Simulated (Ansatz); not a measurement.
**Tc (P6_3/mmc): the Drude term of Re ε in the infrared**

Re ε of Tc (P6_3/mmc) along x at low photon energies is read from one computed spectrum; the carriers' damping was typed as γ = 0.05 eV. x, y and z are the Cartesian axes of the input cell.

Cell: a, b, c = 2.740, 2.740, 4.398 Å (primitive vectors), 2 atoms.

Method: Ansatz 0.2.0, PBEsol, independent particles, k-mesh 18×18×9 with interpolation inside its cells, Gaussian parameter 0.1 eV.

Launch of the response step: `ansatz run input.yaml --threads 4 --pin off --max-ram 8192MiB --backend cpu --events-out ev --progress --plain --runs-dir out`. The run took 3.9 min, on 4 threads of AMD EPYC (Zen 3) (shared host).

```tsv
photon energy E (eV)	wavelength (µm)	Re ε
0.25	4.96	-759.5
0.30	4.13	?
0.35	3.54	-354.9
0.40	3.10	-259.0
0.50	2.48	-153.7
0.60	2.07	-110.4
0.70	1.77	-88.4
```

A Drude term over a constant background gives Re ε = ε_b − ωp²/(E² + γ²), linear in 1/(E² + γ²).

Working, on the rows shown:

| x = 1/(E² + γ²) (eV⁻²) | y = Re ε |
| --- | --- |
| 15.3846 | -759.5 |
| 8 | -354.9 |
| 6.15385 | -259 |
| 3.9604 | -153.7 |
| 2.75862 | -110.4 |
| 2.03046 | -88.4 |

Means: x̄ = 6.3813, ȳ = -287.65. Σ(x − x̄)(y − ȳ) = -6197, Σ(x − x̄)² = 121.6. Slope = -6197 / 121.6 = -50.94; intercept = ȳ − slope · x̄ = 37.427. The line misses the rows shown by at most 22.

Problem. What does the fit predict for the withheld row, and how well does it do?

Solution. At x = 10.811 the line gives y = -513.3. The run gave -506.2, so the interpolation is off by 7.1, 1.1 % of the range in the table.

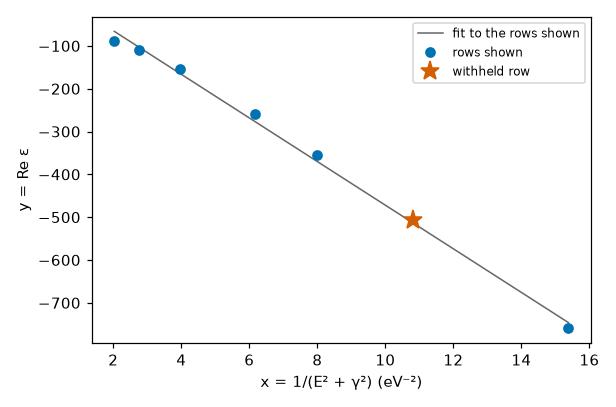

Refitted with all rows, the slope is -50.75 and the intercept 37.076. These give ωp = √(−slope) = 7.12 eV, against 7.55 eV from the program's Fermi-surface sum, and an intercept of 37.1. Taking the program's Drude term off the rows leaves 117 at the lowest energy and 27 at the highest, so the background isn't constant: interband transitions lie in or near the window, and neither fitted number can be trusted. The values come from a sum over the points of one k-mesh and carry its error, which is largest for Fermi-surface quantities. Spin-orbit coupling is left out.

[Logs are printed without paths, hosts, clocks, repeated set-up lines and the standing remarks that a program may print on its own settings, such as how far it seeks lower states.]
